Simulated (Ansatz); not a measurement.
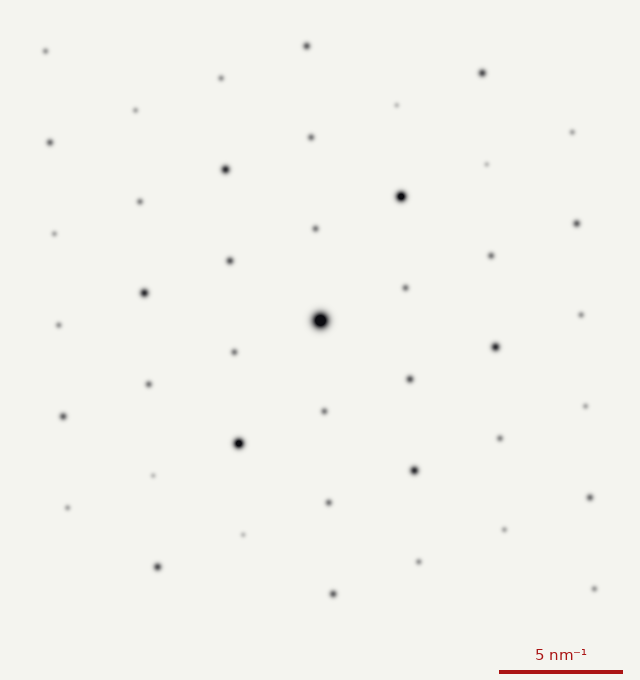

Simulated selected-area electron diffraction pattern (200 kV, kinematic approximation, thin crystal, B = 0.3 Å² for all atoms).

It belongs to ZrAg2N2, space group P-3m1 (No. 164), a = 3.315 Å, c = 7.449 Å (hexagonal axes). Structure: coordinates from a relaxation with DFT PBE, scalar-relativistic, plane waves, PAW (Ansatz 0.2.0); the starting structure was generated, so it need not be a known form of this composition.

| atom | site | symmetry | x | y | z |
| --- | --- | --- | --- | --- | --- |
| Zr | 1a | -3m. | 0.0000 | 0.0000 | 0.0000 |
| Ag | 2d | 3m. | 0.6667 | 0.3333 | 0.3560 |
| N | 2d | 3m. | 0.6667 | 0.3333 | 0.8512 |

Measure the pattern against the scale bar and name the zone.

Answer. The spots form a centred rectangular net with both shortest vectors at d = 2.68 Å, 72.2° apart. They index as 1 -1 1 and 1 0 -1, so the zone axis is [121] (or an equivalent direction of <121>). The zone [211] gives nearly the same net, so geometry alone does not settle it; this pattern was computed for [121].
